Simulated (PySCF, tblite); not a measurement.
# C7H6F radical: geometry, infrared bands and EPR parameters

Wanted: the infrared bands and EPR parameters of C7H6F radical (`C#C[C]1C[C@@]12C[C@H]2F`), by calculation.

The runs use tblite 0.8.0 and PySCF 2.14.0, with density-fitted response routines of our own; the level of theory stands in each step. All values are computed, except where a source is named. Atoms are numbered from 0 throughout.

## 1. Starting geometry

14 atoms, charge 0, multiplicity 2; geometry from: force field or distance geometry start.

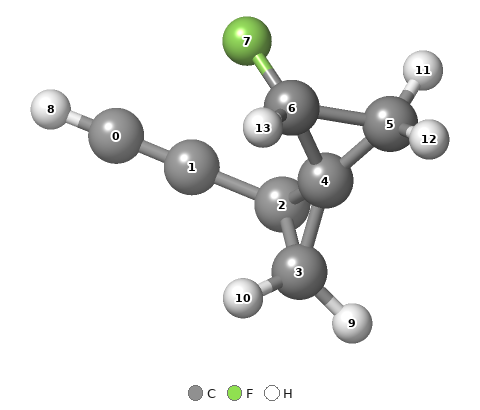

As it starts; carbon grey, fluorine green, hydrogen white, atoms numbered.

## 2. Relaxing the molecule with GFN2-xTB

The job: settings as JSON, then the geometry in Å.

```
{"job": {"kind": "relax", "xc": "GFN2-xTB", "basis": "xTB"}, "charge": 0, "multiplicity": 2}
C      2.538400    -0.394000    -1.230900
C      1.372900    -0.016100    -1.257100
C     -0.024900     0.436300    -1.241600
C     -0.427800     1.551300    -0.284100
C     -0.715200     0.189000     0.016600
C     -1.640500    -0.663400     0.582800
C     -0.179300    -0.732100     1.018700
F      0.606700    -1.750600     0.465100
H      3.545500    -0.708700    -1.207700
H     -1.259700     2.214600    -0.640500
H      0.342100     2.087200     0.280600
H     -2.026100    -1.570700     0.075100
H     -2.296600    -0.364300     1.453000
H      0.164100    -0.279100     1.948000
```

Started as:

```
$ OMP_NUM_THREADS=1 python probes_run.py task.json out
```

One launch serves the whole session: the jobs run in the order shown.

Standard output:

```text
step      E/eV     max force
  0    -613.08334    5.374
  1    -613.56990    1.796
  2    -613.70549    2.491
  3    -613.78859    2.279
  4    -613.83281    0.829
  5    -613.86095    0.542
  6    -613.92091    0.521
  7    -613.96342    0.639
  8    -613.98587    0.450
  9    -614.00261    0.373
 10    -614.01897    0.363
 11    -614.03686    0.454
 12    -614.05634    0.458
 13    -614.07814    0.399
 14    -614.10344    0.415
 15    -614.12976    0.550
 16    -614.15354    0.548
 17    -614.17643    0.398
 18    -614.19819    0.343
 19    -614.21761    0.354
 20    -614.23757    0.405
 21    -614.25790    0.361
 22    -614.27650    0.408
 23    -614.29343    0.373
 24    -614.30882    0.343
 25    -614.32236    0.312
 26    -614.33118    0.647
 27    -614.34511    0.364
 28    -614.35792    0.467
 29    -614.37906    0.598
 30    -614.39232    0.422
 31    -614.40477    0.413
 32    -614.41558    0.282
 33    -614.42414    0.266
 34    -614.43679    0.252
 35    -614.44193    0.236
 36    -614.44790    0.225
 37    -614.45266    0.205
 38    -614.45894    0.233
 39    -614.46624    0.226
 40    -614.47154    0.229
 41    -614.47538    0.156
 42    -614.47847    0.142
 43    -614.48127    0.127
 44    -614.48301    0.142
 45    -614.48491    0.119
 46    -614.48713    0.143
 47    -614.48988    0.145
 48    -614.49212    0.107
 49    -614.49341    0.080
 50    -614.49409    0.073
 51    -614.49466    0.078
 52    -614.49520    0.058
 53    -614.49566    0.045
 54    -614.49598    0.051
 55    -614.49621    0.047
 56    -614.49642    0.039
 57    -614.49660    0.040
 58    -614.49677    0.037
 59    -614.49690    0.034
 60    -614.49701    0.027
 61    -614.49712    0.031
 62    -614.49727    0.033
 63    -614.49745    0.043
 64    -614.49764    0.036
 65    -614.49781    0.033
 66    -614.49799    0.043
 67    -614.49821    0.044
 68    -614.49847    0.045
 69    -614.49868    0.034
 70    -614.49882    0.041
 71    -614.49892    0.040
 72    -614.49905    0.043
 73    -614.49922    0.034
 74    -614.49940    0.034
 75    -614.49953    0.026
 76    -614.49962    0.023
 77    -614.49968    0.020
 78    -614.49973    0.022
 79    -614.49978    0.022
 80    -614.49984    0.019
 81    -614.49990    0.021
 82    -614.49994    0.016
 83    -614.49997    0.013
 84    -614.49999    0.009
```

It took 0.34 s on 1 thread of Arm Neoverse V2, shared host.

Step by step: (not every step is listed)

| step | energy from step 0 (eV) | largest force (eV/Å) |
| --- | --- | --- |
| 0 | 0.0000 | 5.3739 |
| 1 | -0.4866 | 1.7957 |
| 2 | -0.6222 | 2.4910 |
| 3 | -0.7052 | 2.2790 |
| 4 | -0.7495 | 0.8290 |
| 5 | -0.7776 | 0.5415 |
| 6 | -0.8376 | 0.5215 |
| 7 | -0.8801 | 0.6387 |
| 8 | -0.9025 | 0.4501 |
| 15 | -1.0464 | 0.5498 |
| 22 | -1.1932 | 0.4083 |
| 29 | -1.2957 | 0.5977 |
| 36 | -1.3646 | 0.2249 |
| 43 | -1.3979 | 0.1268 |
| 50 | -1.4108 | 0.0726 |
| 57 | -1.4133 | 0.0405 |
| 64 | -1.4143 | 0.0365 |
| 71 | -1.4156 | 0.0397 |
| 78 | -1.4164 | 0.0217 |
| 79 | -1.4164 | 0.0219 |
| 80 | -1.4165 | 0.0195 |
| 81 | -1.4166 | 0.0207 |
| 82 | -1.4166 | 0.0161 |
| 83 | -1.4166 | 0.0135 |
| 84 | -1.4167 | 0.0092 |

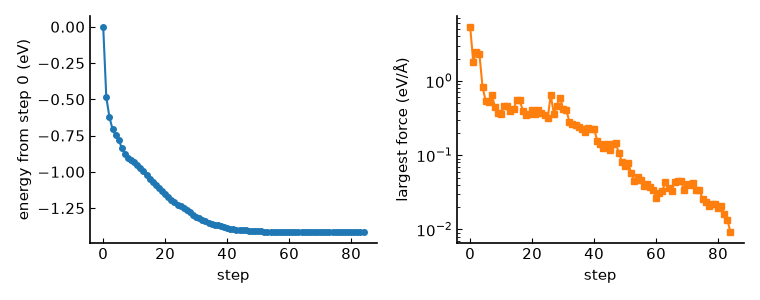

Energy and force, step by step.

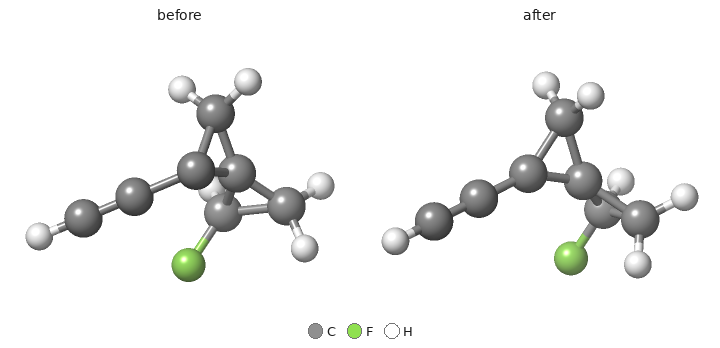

Before and after, at one scale.

Distances of close pairs at the start and the end, largest changes first:

| bond | before (Å) | after (Å) | change (Å) |
| --- | --- | --- | --- |
| C1–C2 | 1.469 | 1.337 | -0.132 |
| C4–C5 | 1.380 | 1.496 | +0.117 |
| C3–C4 | 1.424 | 1.500 | +0.076 |
| C5–H12 | 1.130 | 1.080 | -0.050 |
| C2–C3 | 1.524 | 1.479 | -0.045 |
| C3–H9 | 1.122 | 1.085 | -0.037 |
| C6–F7 | 1.401 | 1.364 | -0.036 |
| C5–H11 | 1.109 | 1.080 | -0.029 |

The final coordinates are the input of the step that follows.

## 3. Infrared spectrum with GFN2-xTB

The job: settings as JSON, then the geometry in Å.

```
{"job": {"kind": "ir", "xc": "GFN2-xTB", "basis": "xTB"}, "charge": 0, "multiplicity": 2}
C      2.550708    -0.279337    -2.133691
C      1.634667     0.069028    -1.407915
C      0.625087     0.450032    -0.617686
C     -0.196887     1.548520    -0.064561
C     -0.413361     0.110787     0.304970
C     -1.561761    -0.841389     0.419149
C     -0.599774    -0.661923     1.560809
F      0.256380    -1.685410     1.844001
H      3.341830    -0.583821    -2.749245
H     -0.921469     2.033365    -0.710017
H      0.244358     2.218500     0.665436
H     -1.498726    -1.765964    -0.136180
H     -2.561893    -0.446944     0.525254
H     -0.899836    -0.165916     2.477509
```

Standard output:

```text
mode    cm-1     km/mol
  1      58.7      2.46
  2      99.1      1.41
  3     198.7      3.36
  4     231.3      0.89
  5     276.3      3.62
  6     305.1      1.81
  7     409.4      2.88
  8     430.6      7.11
  9     467.4     17.98
 10     480.9      3.98
 11     612.4     18.92
 12     672.8      3.82
 13     739.7      1.79
 14     811.0     14.44
 15     865.5      5.93
 16     931.2      2.27
 17     964.5     13.74
 18     989.5     54.96
 19    1035.5     14.84
 20    1038.5      2.34
 21    1049.9      3.45
 22    1070.4      7.50
 23    1108.9     12.93
 24    1160.0     52.46
 25    1260.2     25.50
 26    1375.6     12.64
 27    1426.6      0.18
 28    1432.5     19.32
 29    1665.3      7.39
 30    2106.1      1.78
 31    3014.2     23.46
 32    3022.0     12.19
 33    3023.3     50.87
 34    3075.8     19.45
 35    3096.5     12.89
 36    3402.0     15.51
```

It took 0.28 s on 1 thread of Arm Neoverse V2, shared host.

The strongest bands and the atoms that carry them (share of the mass-weighted mode):

| cm⁻¹ | km/mol | atoms |
| --- | --- | --- |
| 612 | 18.9 | H8 58 % |
| 990 | 55.0 | C6 27 %, H13 26 %, C5 10 % |
| 1160 | 52.5 | C6 24 %, H13 19 %, C4 16 %, C3 11 % |
| 1260 | 25.5 | H13 64 %, C6 15 % |
| 1432 | 19.3 | H11 23 %, H12 22 %, C5 21 %, C6 11 % |
| 3014 | 23.5 | H9 50 %, H10 40 % |
| 3023 | 50.9 | H10 38 %, H13 31 %, H9 26 % |
| 3076 | 19.4 | H12 77 %, H11 18 % |

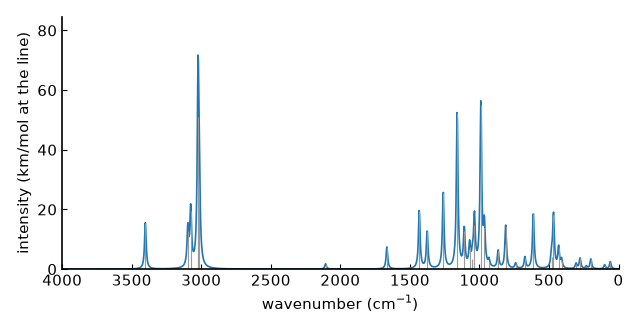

The infrared spectrum from these modes, unscaled. Lines are broadened to a width of 14 cm⁻¹ (Lorentzian).

## 4. EPR parameters: B3LYP/pcH-1

Settings changed since step 3:

```diff
@@ -1,2 +1,2 @@
-{"job": {"kind": "ir", "xc": "GFN2-xTB", "basis": "xTB"}, "charge": 0, "multiplicity": 2}
+{"job": {"kind": "epr", "basis": "pcH-1"}, "charge": 0, "multiplicity": 2}
 C      2.550708    -0.279337    -2.133691
```

Method: UKS B3LYP, pcH-1 on C F H, non-relativistic, mean-field spin-orbit, GIAO.

Standard output:

```text
UKS, coarse grid
  cycle   1  E = -369.94552404  |g| = 4.06e-01
  cycle   2  E = -369.91117465  |g| = 5.49e-01
  cycle   3  E = -370.01091722  |g| = 7.43e-02
  cycle   4  E = -370.01278288  |g| = 3.51e-02
  cycle   5  E = -370.01330280  |g| = 1.74e-02
  cycle   6  E = -370.01345502  |g| = 7.59e-03
  cycle   7  E = -370.01349777  |g| = 3.71e-03
  cycle   8  E = -370.01351108  |g| = 1.28e-03
  cycle   9  E = -370.01351463  |g| = 5.44e-04
UKS, final grid
  cycle   1  E = -370.01350128  |g| = 6.31e-04
  cycle   2  E = -370.01350113  |g| = 9.57e-04
  cycle   3  E = -370.01350159  |g| = 1.87e-04
  cycle   4  E = -370.01350162  |g| = 1.33e-04
  cycle   5  E = -370.01350165  |g| = 7.22e-05
  cycle   6  E = -370.01350166  |g| = 1.24e-05
E = -370.01350166 Eh   <S^2> = 0.7683 (exact 0.7500)
g shifts (ppm)      1          2          3
  rmc          -151       -151       -151
  gc              6         16         38
  oz_so         189        669       1165
  total          45        535       1052
hyperfine (MHz)  atom isotope    a_iso     a_fc   dipolar eigenvalues
    0   13C      45.29      45.29    -44.90    -32.93     77.83
    1   13C     -66.06     -66.06    -20.66     -1.57     22.23
    2   13C      69.23      69.23    -60.74    -55.79    116.52
    3   13C     -21.75     -21.75     -3.49      0.61      2.88
    4   13C     -30.73     -30.73     -3.02     -1.58      4.60
    5   13C      27.23      27.23     -5.54     -5.47     11.00
    6   13C      30.07      30.07     -6.14     -5.76     11.89
    7   19F       3.25       3.25    -14.29     -9.53     23.82
    8    1H     -42.24     -42.24    -19.87     -1.59     21.46
    9    1H      55.65      55.65     -2.97     -2.71      5.68
   10    1H      56.23      56.23     -2.90     -2.72      5.62
   11    1H      -4.15      -4.15     -3.44     -0.40      3.84
   12    1H       4.24       4.24     -3.07     -0.68      3.75
   13    1H       7.09       7.09     -3.03     -0.89      3.92
```

It took 48 s on 1 thread of Arm Neoverse V2, shared host; peak memory 0.96 GiB.

Principal g values 2.00236, 2.00285, 2.00337; g(iso) = 2.00286, against 2.00232 for a free electron.

Hyperfine couplings, nucleus by nucleus at this fixed geometry (no averaging over rotations):

| nuclei | isotope | a(iso) (MHz) | a(iso) (G, at g = 2.0023) | largest dipolar term (MHz) |
| --- | --- | --- | --- | --- |
| C2 | 13C | 69.2 | 24.7 | 116.5 |
| C1 | 13C | -66.1 | -23.6 | 22.2 |
| H10 | 1H | 56.2 | 20.1 | 5.6 |
| H9 | 1H | 55.6 | 19.9 | 5.7 |
| C0 | 13C | 45.3 | 16.2 | 77.8 |
| H8 | 1H | -42.2 | -15.1 | 21.5 |
| C4 | 13C | -30.7 | -11.0 | 4.6 |
| C6 | 13C | 30.1 | 10.7 | 11.9 |
| C5 | 13C | 27.2 | 9.7 | 11.0 |
| C3 | 13C | -21.7 | -7.8 | -3.5 |
| H13 | 1H | 7.1 | 2.5 | 3.9 |
| H12 | 1H | 4.2 | 1.5 | 3.8 |
| H11 | 1H | -4.2 | -1.5 | 3.8 |
| F7 | 19F | 3.3 | 1.2 | 23.8 |

Mulliken spin populations:

C0 0.55; C1 -0.24; C2 0.67; C3 -0.05; C4 -0.06; C5 0.05; C6 0.05; F7 0.00; H8 -0.02; H9 0.02; H10 0.02; H11 0.00; H12 0.00; H13 0.00

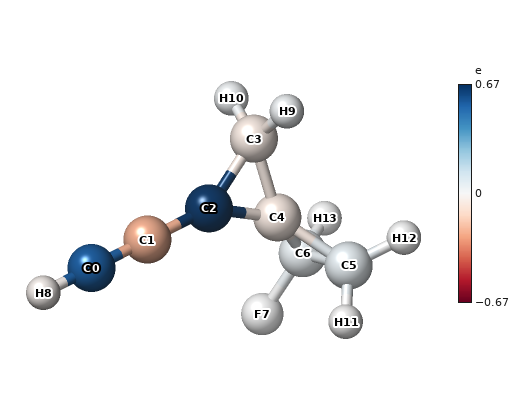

Mulliken spin populations, as colours on the atoms.

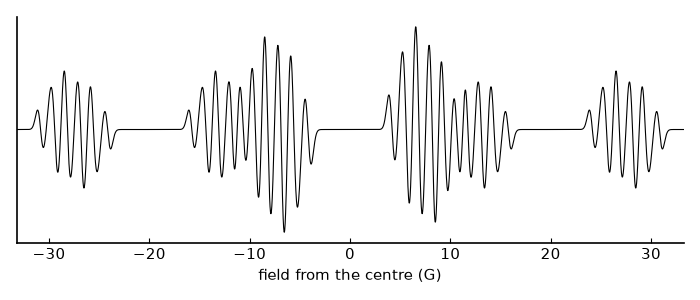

First-order isotropic spectrum (first derivative, main isotopes with spin only, couplings over 0.8 MHz, Gaussian width 0.3 G; couplings of the frozen geometry, rotation of groups not averaged beyond the rows shown).

Orbitals, density, ELF and potential are computed afterwards from the orbital file.

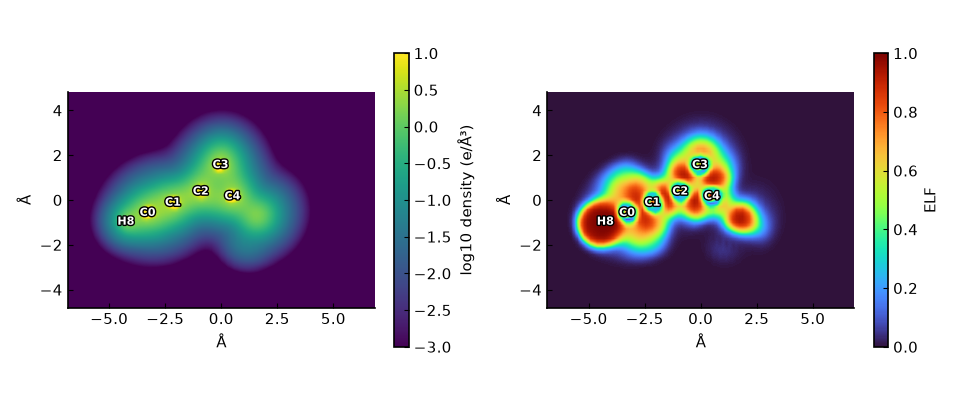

Density (left) and ELF (right) in a plane through or near 6 of the atoms.

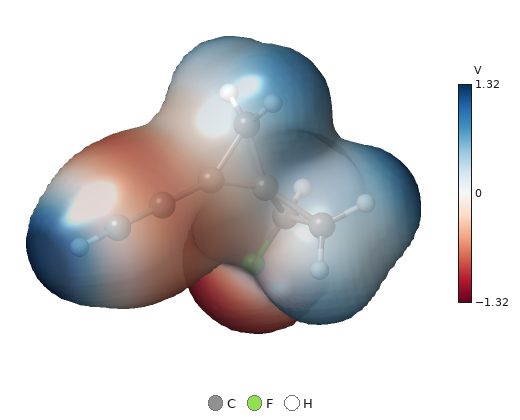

Electrostatic potential on the surface of density 0.002 e/bohr³; red is low, blue high. It runs from -1.05 V near F7 to 1.32 V near H8.

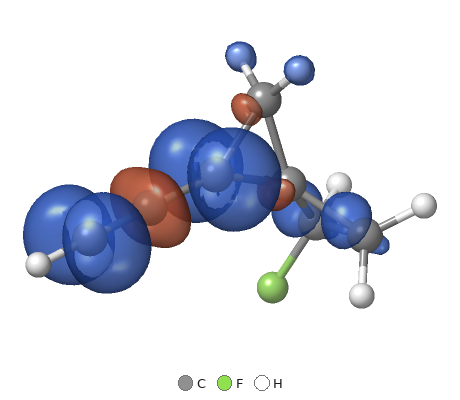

Spin density at ±0.03 e/Å³ (alpha excess blue, beta excess red).

## 5. What came out

```
                                                                  quantity                value
                                 strongest single infrared mode (GFN2-xTB)  990 cm⁻¹, 55 km/mol
                                              zero-point energy (GFN2-xTB)        62.8 kcal/mol
                                                            g(iso) (B3LYP)              2.00286
                                                                      ⟨S²⟩   0.768 (exact 0.75)
                                                            largest a(iso)  13C on C2, 69.2 MHz
potential on the surface of density 0.002 e/bohr³, 1st and 99th percentile   -1.05 V and 1.32 V
```

In words: Over 84 steps the energy fell by 1.417 eV; of the close pairs, C1–C2 changed most, 1.469 to 1.337 Å. All 36 modes are real, so the xTB geometry is a minimum. The strongest single mode, at 990 cm⁻¹, is spread over many atoms; the largest shares are those of C6, H13. GFN2-xTB is a fitted tight-binding method: band positions and strengths are rough. Its intensities can rank the bands wrongly. The largest spin populations lie on C2 (0.67 e), C0 (0.55 e). The isotropic g lies 0.5 ppt above the free-electron value. The conformer search found further structures of the same energy, which may be mirror or relabelled copies of this one.
